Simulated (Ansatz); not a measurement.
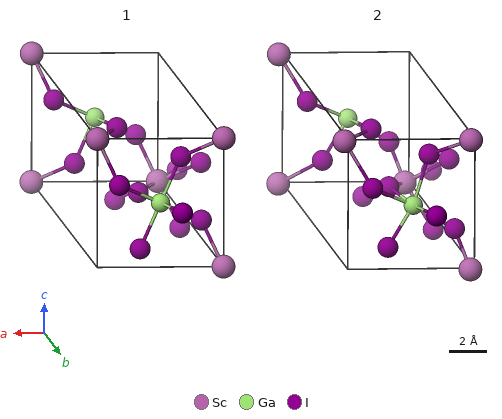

Two geometries of solid ScGaI6 (built on the CuSnF6-2 type type), drawn at one scale. One is the start of a relaxation, the other its converged end. Style: ball-and-stick. Shown: the cell of the calculation, reduced to other axes, from a free direction. Lengths and directions refer to the drawn axes.

Computed with DFT, PBEsol, plane waves, PAW in Ansatz 0.2.0. Settings: plane-wave cutoff 420 eV; k-point mesh 4 × 4 × 4; occupations fermi dirac; smearing width 0.05 eV; no spin polarisation; cell and atoms relaxed; force threshold 0.01 eV/Å; at most 120 steps.

Question: Which one is relaxed?

Answer: Structure 1 is the relaxed one. Case: shaken. The atom that moves furthest relative to the cell is an I atom (0.43 Å along [0 −1 1]). Largest moves by element: I 0.43 Å, Ga 0.32 Å, Sc 0.26 Å. The volume changes by −2.6 %, with a 7.039 → 7.024 Å (−0.2 %), b 7.126 → 7.024 Å (−1.4 %), c 7.595 → 7.561 Å (−0.5 %), α 117.9° → 117.7°, β 90.3° → 90.0°, γ 119.2° → 120.0°. Near-neighbour distances that change, for instance: I–I 3.551 → 4.094 Å, I–I 3.490 → 3.925 Å, I–Sc 2.431 → 2.856 Å, I–I 3.590 → 3.991 Å. Bond angles that change, for instance: I–Ga–I 159.2° → 179.9°, I–Ga–I 107.4° → 91.0°, I–Ga–I 102.6° → 89.1°. The space group (tolerance 0.01 Å) goes from P1 (No. 1) to R-3 (No. 148). After 5 accepted moves (6 points after the start) the energy has fallen by 207 meV per atom. Largest force component: 3.5 eV/Å at the start, 0.0023 eV/Å at the end. The pressure goes from 1.63 to 0.00 GPa. At 1 point the geometry stayed and the basis and grid were re-selected for the new cell (energy shift of 0.1 meV per atom at most each time).
